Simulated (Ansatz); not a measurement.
**CH₂SSe: phonon calculation**

System: CH₂SSe.
Method: RKS PBE0-D4/def2-SVP (Ansatz 0.2.0).

It belongs to a series of runs on one base structure; here: vibrations at the highest image of the band. Figures and captions count atoms from 1; the log counts them from 0 in places.

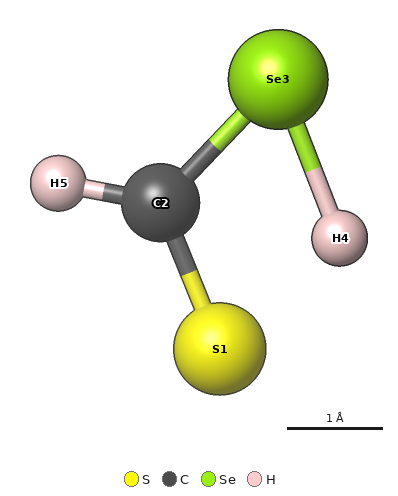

*The input geometry (ball-and-stick view, seen on its broad side; atoms are numbered from 1 in the order of the input).*

Bond lengths as drawn: C–H 1.10 Å, C–S 1.66 Å, C–Se 1.81 Å and H–Se 1.80 Å.

### Summary

| quantity | value |
| --- | --- |
| outcome | converged |
| total energy | −77228.0380 eV |
| mean-field energy | −77227.9359 eV |
| largest force (length of the vector) | 0.035 eV/Å |
| hardware | 1 thread of Intel Xeon (Emerald Rapids), 360 GiB of memory available, shared host |
| wall time | 37 s |
| peak memory | 0.18 GiB |

### Input file
```yaml
crystal:
  periodic: [false, false, false]
  atoms:
    - { symbol: S, position_ang: [-1.407531, 0.398882, -0.118785] }
    - { symbol: C, position_ang: [-0.019452, -0.347598, 0.415552] }
    - { symbol: Se, position_ang: [1.480493, 0.106501, -0.497523] }
    - { symbol: H, position_ang: [-0.032516, 0.899475, -1.05397] }
    - { symbol: H, position_ang: [-0.020993, -1.057269, 1.254728] }
basis:
  gaussian: { orbitals: def2-SVP }
hamiltonian:
  xc: pbe0
  dispersion: d4
phonons: {}
```

Launch command:
```bash
ansatz run input.yaml --threads 1 --pin off --max-ram 2048MiB --backend cpu --events-out ev --progress --plain --runs-dir out
```

### What the program printed
```
Engine: ansatz 0.2.0, x86_64-unknown-linux-gnu
Functional definition: PBE0
  parameter a = 0.25
  parameter kappa = 0.804
  parameter beta = 0.06672455060314922
  exchange = (1 - a)*pbe_x(kappa = kappa, mu = beta*pi^2/3) + a*exact_x
  correlation = pbe_c(beta = beta)
777 factors; integrals over basis functions are off by at most 3.1e-4 eV
mean field evaluation 1: about -77226.4895 eV, gradient 2.4e1 eV
mean field evaluation 2: about -77223.3199 eV, gradient 4.1e1 eV
mean field evaluation 4: about -77227.9204 eV, gradient 1.1e0 eV
mean field evaluation 8: about -77227.9358 eV, gradient 2.5e-2 eV
mean field evaluation 16: about -77227.9358 eV, gradient 1.9e-5 eV
mean field -77227.93584247 eV, -2838.0742952356 hartree, gradient 1.9e-5 eV, S^2 0.000000; 0 other end points of the search recorded, 0 dependent functions left out
the calculation of the forces begins
reference -77227.93585902 eV, -2838.0742958440 hartree; 29, 29 occupied and 45, 45 virtual orbitals, 777 factors
these checks for a lower state are left out or cut short: stability, starts, cluster_reference, orbital_swaps, neighbouring_geometries, increment
777 factors; integrals over basis functions are off by at most 3.1e-4 eV
mean field -77227.93575431 eV, -2838.0742919960 hartree, gradient 2.3e-6 eV, S^2 0.000000; 0 other end points of the search recorded, 0 dependent functions left out
[... from here on the field's lines of each further geometry are left out, up to the last ...]
the calculation of the forces begins
reference -77227.93577750 eV, -2838.0742928480 hartree; 29, 29 occupied and 45, 45 virtual orbitals, 777 factors
these checks for a lower state are left out or cut short: stability, starts, cluster_reference, orbital_swaps, neighbouring_geometries, increment
777 factors; integrals over basis functions are off by at most 3.1e-4 eV
mean field evaluation 192: about -77227.9358 eV, gradient 7.5e-2 eV
mean field -77227.93579145 eV, -2838.0742933608 hartree, gradient 1.7e-6 eV, S^2 0.000000; 0 other end points of the search recorded, 0 dependent functions left out
the calculation of the forces begins
reference -77227.93580800 eV, -2838.0742939690 hartree; 29, 29 occupied and 45, 45 virtual orbitals, 777 factors
WARN: phonons: modes at or below zero, which the zero-point energy, F, S and C_V leave out: 1, the lowest at -1334.82 cm⁻¹. A minimum has none, and a first-order saddle one
Total energy: -77228.03798713 eV, -2838.0780489827 hartree
Atom 0 at    -1.407531     0.398882    -0.118785 Å, force     0.009732     0.002784    -0.002831 eV/Å
Atom 1 at    -0.019452    -0.347598     0.415552 Å, force    -0.033553    -0.003306     0.010773 eV/Å
Atom 2 at     1.480493     0.106501    -0.497523 Å, force     0.011465     0.003852    -0.004776 eV/Å
Atom 3 at    -0.032516     0.899475    -1.053970 Å, force    -0.000877    -0.005633     0.003700 eV/Å
Atom 4 at    -0.020993    -1.057269     1.254728 Å, force     0.013235     0.002303    -0.006867 eV/Å
Dipole moment:     0.029263    -0.089414     0.098385 e Å
Vibrations: -1334.82 393.48 734.59 744.10 947.00 959.78 1214.99 1485.65 3187.83 cm⁻¹, zero-point energy 0.599304 eV
```

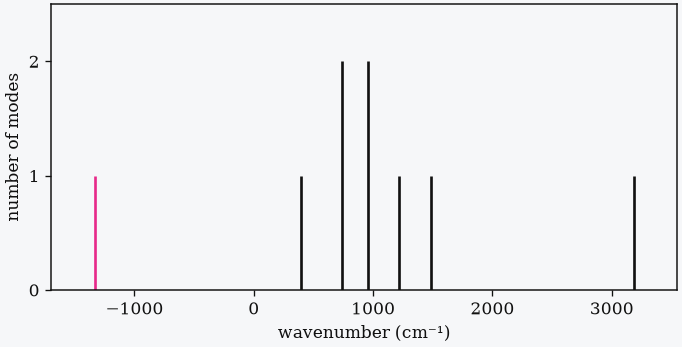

*Harmonic vibrational wavenumbers from the force constants; neighbouring modes closer than 21 cm⁻¹ are counted in one stick, and imaginary ones are drawn at negative wavenumbers.*

9 modes from 1335i to 3188 cm⁻¹, 1 imaginary beyond 8i (1335i cm⁻¹): a first-order saddle point, if the geometry is stationary.
